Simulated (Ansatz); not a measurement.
**What a change does: single-point calculation on Ge₁₂NH₂₃**

System: Ge₁₂NH₂₃ (Ge12H22 bond rod).
Method of run 1: RHF/6-31G (Ansatz 0.2.0).

The geometry comes from this level: PBE-D4/def2-SVP. Text and figures count atoms from 1; the logs count them from 0 in places.

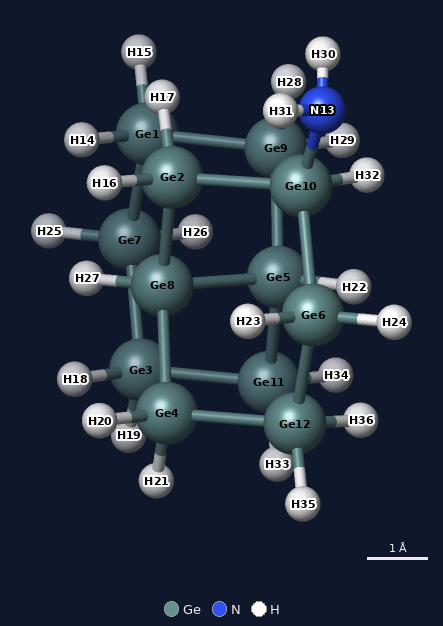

Fig. 1: The structure as given in the input (ball-and-stick view, seen at an oblique angle; atoms are numbered from 1 in the order of the input). Sticks mark near contacts. Bond lengths as drawn: Ge–Ge 2.44 to 2.46 Å, Ge–H 1.55 to 1.56 Å, Ge–N 1.87 Å and H–N 1.03 Å.

### The input, run 1
```yaml
crystal:
  periodic: [false, false, false]
  atoms:
    - {symbol: Ge, position_ang: [-1.959521, 0.567982, -3.578728]}
    - {symbol: Ge, position_ang: [-2.067010, 0.450837, 1.706664]}
    - {symbol: Ge, position_ang: [0.886740, -2.303124, -3.626571]}
    - {symbol: Ge, position_ang: [0.773518, -2.401793, 1.774917]}
    - {symbol: Ge, position_ang: [0.899996, 0.513936, -0.878256]}
    - {symbol: Ge, position_ang: [0.834006, 0.586508, 4.454297]}
    - {symbol: Ge, position_ang: [-0.613561, -0.921337, -4.975271]}
    - {symbol: Ge, position_ang: [-0.606998, -0.971981, 0.352802]}
    - {symbol: Ge, position_ang: [-0.482319, 1.991067, -2.251218]}
    - {symbol: Ge, position_ang: [-0.659081, 1.942356, 3.068225]}
    - {symbol: Ge, position_ang: [2.342245, -0.867645, -2.287964]}
    - {symbol: Ge, position_ang: [2.198297, -0.944734, 3.122240]}
    - {symbol: N, position_ang: [-1.546825, 3.117368, 4.224326]}
    - {symbol: H, position_ang: [-2.839586, -0.278712, -2.616199]}
    - {symbol: H, position_ang: [-2.911314, 1.419912, -4.468387]}
    - {symbol: H, position_ang: [-2.973451, -0.417831, 2.630894]}
    - {symbol: H, position_ang: [-3.009850, 1.262525, 0.766242]}
    - {symbol: H, position_ang: [0.045400, -3.197401, -2.672544]}
    - {symbol: H, position_ang: [1.719838, -3.241732, -4.547431]}
    - {symbol: H, position_ang: [-0.104987, -3.287772, 2.704860]}
    - {symbol: H, position_ang: [1.643151, -3.342845, 0.890765]}
    - {symbol: H, position_ang: [1.739557, 1.335751, 0.147044]}
    - {symbol: H, position_ang: [-0.042754, -0.265004, 5.420490]}
    - {symbol: H, position_ang: [1.739253, 1.500436, 5.329533]}
    - {symbol: H, position_ang: [-1.529775, -1.815777, -5.860657]}
    - {symbol: H, position_ang: [0.251307, -0.046529, -5.929195]}
    - {symbol: H, position_ang: [-1.416131, -1.822703, -0.673494]}
    - {symbol: H, position_ang: [-1.309211, 2.943499, -1.338559]}
    - {symbol: H, position_ang: [0.391243, 2.866313, -3.196020]}
    - {symbol: H, position_ang: [-2.142994, 3.779093, 3.709934]}
    - {symbol: H, position_ang: [-2.157646, 2.615414, 4.881711]}
    - {symbol: H, position_ang: [0.166222, 2.852415, 2.112629]}
    - {symbol: H, position_ang: [3.291353, -1.723692, -1.399397]}
    - {symbol: H, position_ang: [3.219830, 0.009408, -3.227272]}
    - {symbol: H, position_ang: [3.117745, -1.781185, 4.059097]}
    - {symbol: H, position_ang: [3.113337, -0.122995, 2.170462]}
basis:
  gaussian: {orbitals: 6-31G}
hamiltonian: {xc: hf}
scf: {omitted_lower_state_checks: [starts]}
output: {orbitals: {seedname: orbitals}}
```

Launched with:
```bash
ansatz run in.yaml --threads 2 --pin off --events-out ev --progress --plain --max-ram 32768MiB --backend cuda --devices 0, --max-vram 18GiB
```

Hardware: 2 CPU threads, shared host.

### Output (run 1)
```
Functional definition: HF
  exchange = exact_x
  correlation = 0
these checks for a lower state are left out or cut short: starts
3873 factors; integrals over basis functions are off by at most 3.2e-4 eV
mean field evaluation 1: about -679413.1897 eV, gradient 3.8e1 eV
mean field evaluation 2: about -679413.5539 eV, gradient 3.8e1 eV
mean field evaluation 4: about -679418.7767 eV, gradient 5.2e0 eV
mean field evaluation 8: about -679418.8888 eV, gradient 2.7e-1 eV
mean field -679418.88905440 eV, -24968.1836460858 hartree, gradient 1.4e-5 eV, S^2 0.000000; 0 other end points of the search recorded, 0 dependent functions left out
reference -679418.88905440 eV, -24968.1836460858 hartree; 207, 207 occupied and 196, 196 virtual orbitals, 3873 factors
Total energy: -679418.88905440 eV, -24968.1836460858 hartree
Checks for a lower state left out: starts
```

The input of run 2 differs as follows (lines with − go, lines with + come):
```diff
-hamiltonian: {xc: hf}
+hamiltonian: {xc: {name: B3LYP}, dispersion: d4}
```

How does run 2 compare with run 1?

The total energies belong to different models, so their difference says nothing on which is more stable or more accurate. The HOMO goes from −9.12 to −6.36 eV. The LUMO goes from 2.16 to −0.88 eV.

### Output (run 2)
```
Functional definition: B3LYP
  parameter a0 = 0.2
  parameter ax = 0.72
  parameter ac = 0.81
  exchange = (1 - a0 - ax)*slater_x + ax*b88_x + a0*exact_x
  correlation = (1 - ac)*vwn_rpa_c + ac*lyp_c
these checks for a lower state are left out or cut short: starts
3873 factors; integrals over basis functions are off by at most 3.2e-4 eV
mean field evaluation 1: about -679980.1286 eV, gradient 6.3e1 eV
mean field evaluation 2: about -679954.6418 eV, gradient 1.1e2 eV
mean field evaluation 4: about -679987.0246 eV, gradient 6.4e0 eV
mean field evaluation 8: about -679987.1356 eV, gradient 6.8e-1 eV
mean field evaluation 16: about -679987.1363 eV, gradient 5.6e-5 eV
mean field -679987.13632085 eV, -24989.0663479559 hartree, gradient 5.6e-5 eV, S^2 0.000000; 0 other end points of the search recorded, 0 dependent functions left out
reference -679987.13690393 eV, -24989.0663693836 hartree; 207, 207 occupied and 196, 196 virtual orbitals, 3873 factors
Total energy: -679989.86740547 eV, -24989.1667134645 hartree
Checks for a lower state left out: starts
```

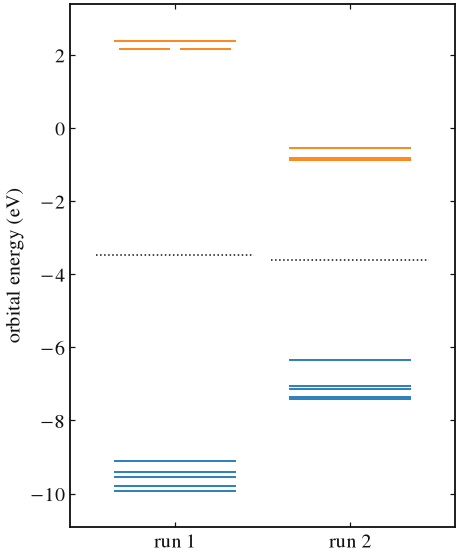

Fig. 2: The five highest filled and three lowest empty orbital energies of the two runs; the dotted lines part filled from empty levels. The HOMO–LUMO gap is 11.28 eV in run 1 and 5.47 eV in run 2.

### The two runs side by side

| quantity | run 1 | run 2 |
| --- | --- | --- |
| outcome | converged | converged |
| total energy (hartree) | −24968.183646 | −24989.166713 |
| HOMO (eV) | −9.12 | −6.36 |
| LUMO (eV) | 2.16 | −0.88 |
| basis functions | 379 | 379 |
| wall time (shared host) | 7.5 s | 8.5 s |
